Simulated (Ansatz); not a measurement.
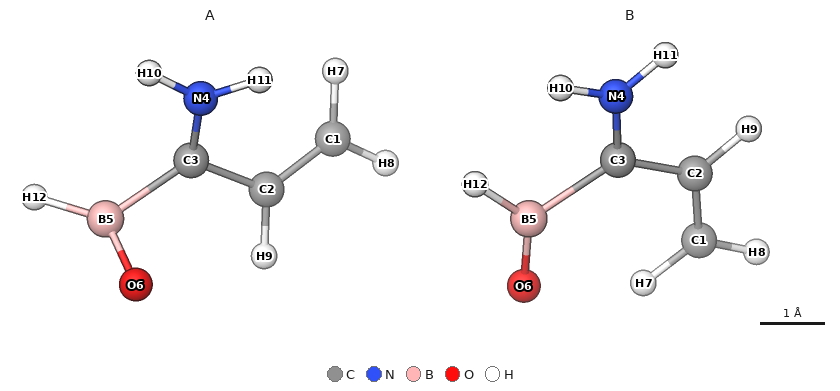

The two relaxed end points of a path for C$_{3}$H$_{6}$BNO. A ball-and-stick model, seen at a tilt.

These are results of RKS B3LYP/def2-SVP (Ansatz 0.2.0), not measurements.

The input:
```yaml
crystal:
  periodic: [false, false, false]
  atoms:
    - { symbol: C, position_ang: [-0.832855, -1.635199, 0.805153] }
    - { symbol: C, position_ang: [-0.304957, -0.400806, 0.895417] }
    - { symbol: C, position_ang: [0.082719, 0.411328, -0.253943] }
    - { symbol: "N", position_ang: [0.531203, -0.204042, -1.33392] }
    - { symbol: B, position_ang: [0.33592, 2.002836, -0.065254] }
    - { symbol: O, position_ang: [1.320788, 1.946152, 0.744165] }
    - { symbol: H, position_ang: [-0.994431, -2.135483, -0.15512] }
    - { symbol: H, position_ang: [-1.166446, -2.171109, 1.697043] }
    - { symbol: H, position_ang: [-0.207072, 0.095687, 1.862951] }
    - { symbol: H, position_ang: [0.73704, 0.319131, -2.17972] }
    - { symbol: H, position_ang: [0.809677, -1.18501, -1.322588] }
    - { symbol: H, position_ang: [-0.234585, 2.901314, -0.660384] }
basis:
  gaussian: { orbitals: def2-SVP }
hamiltonian:
  xc: b3lyp
neb:
  order_check: false
  images: 9
  f_tol: 0.05
  max_iterations: 34
  initial_path: idpp
  final_atoms:
    - { symbol: C, position_ang: [-0.76888541, -0.94767137, 1.53381019] }
    - { symbol: C, position_ang: [-0.25007365, -1.08814229, 0.29726437] }
    - { symbol: C, position_ang: [0.20167651, 0.08135019, -0.42889137] }
    - { symbol: "N", position_ang: [0.73965564, -0.07695407, -1.61038217] }
    - { symbol: B, position_ang: [0.11478625, 1.66355133, 0.09849124] }
    - { symbol: O, position_ang: [-0.29437177, 1.95993045, 1.25985527] }
    - { symbol: H, position_ang: [-0.82921655, 0.0656546, 1.95745915] }
    - { symbol: H, position_ang: [-1.1164502, -1.81566237, 2.10128182] }
    - { symbol: H, position_ang: [-0.1604347, -2.07774785, -0.1746739] }
    - { symbol: H, position_ang: [1.04352004, 0.76718798, -2.10317948] }
    - { symbol: H, position_ang: [0.8767367, -0.97899324, -2.0646856] }
    - { symbol: H, position_ang: [0.52005813, 2.39229564, -0.83254954] }
```

Launched with:
```bash
ansatz run input.yaml --threads 2 --pin off --max-ram 3072MiB --backend cpu --events-out ev --progress --plain --runs-dir out
```

What barrier does the band find between them, and by what path?

The energy climbs by 0.283 eV to image 5 and then falls by 0.415 eV, so the end point sits at −0.133 eV. The motion is an umbrella inversion at N4. No bond forms or breaks between the ends. Among the angles between lasting bonds that change up to the highest image: C3–B5–O6 98.7° → 96.2°, C3–B5–H12 126.4° → 128.5°. The band converged in 30 iterations. The largest component of the band force went from 2.8 to 0.036 eV/Å. The climbing image converged on the top of the path. Its vibrational analysis gives one imaginary mode (142i cm⁻¹), as a transition state must have.

Energies of the converged images:

```csv
image,path (Å),E (eV)
0,0.00,0.000
1,0.52,0.025
2,1.05,0.096
3,1.57,0.186
4,2.10,0.258
5,2.62,0.283
6,3.58,0.222
7,4.54,0.127
8,5.50,0.065
9,6.45,-0.018
10,7.41,-0.133
```

The geometry at the top of the path:

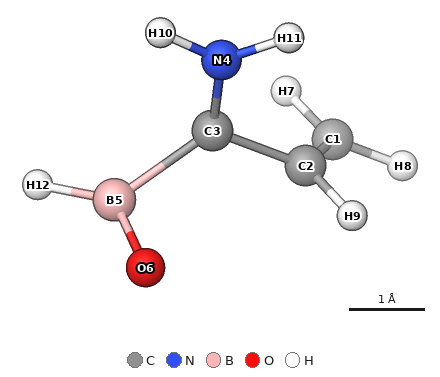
